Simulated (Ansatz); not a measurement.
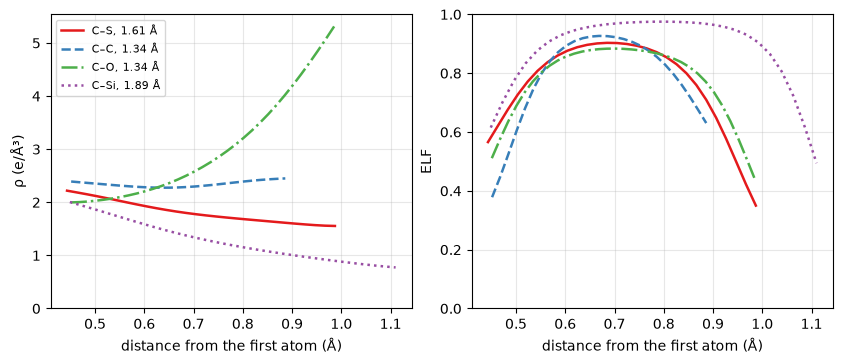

*C3H6OSSi. Electron density and ELF along straight lines between neighbouring atoms. The curves leave out the atomic cores.*

The calculation used Ansatz, RKS PBE0-D4/def2-SVP.

```xyz
12

C    -0.1574   -0.7065   -1.3142
C    -0.1144   -0.2596   -0.0542
Si    0.6079   -1.2024    1.4154
O    -0.6511    0.9610    0.3160
C    -0.5224    2.0292   -0.4760
S    -1.3142    3.4132   -0.2439
H     0.2790   -1.6763   -1.5597
H    -0.6378   -0.1484   -2.1239
H    -0.4554   -1.4254    2.4363
H     1.7133   -0.4039    2.0208
H     1.1249   -2.5062    0.9089
H     0.2046    1.8701   -1.2914
```

Question: What kind of bonding do the profiles show?

Answer: C–S (1.61 Å): ρ at the midpoint is about 1.7 e/Å³; the ELF peaks at about 0.90 between the atoms: a covalent bond.
C–C (1.34 Å): the density is about 2.3 e/Å³ at the midpoint; the ELF peaks at about 0.95 between the atoms; a short, multiple covalent bond.
C–O (1.34 Å): ρ at the midpoint is about 2.4 e/Å³; the ELF peaks at about 0.90 between the atoms: a polar covalent bond.
C–Si (1.89 Å): ρ at the midpoint is about 0.95 e/Å³; the ELF peaks at about 1 between the atoms (a shared electron pair).
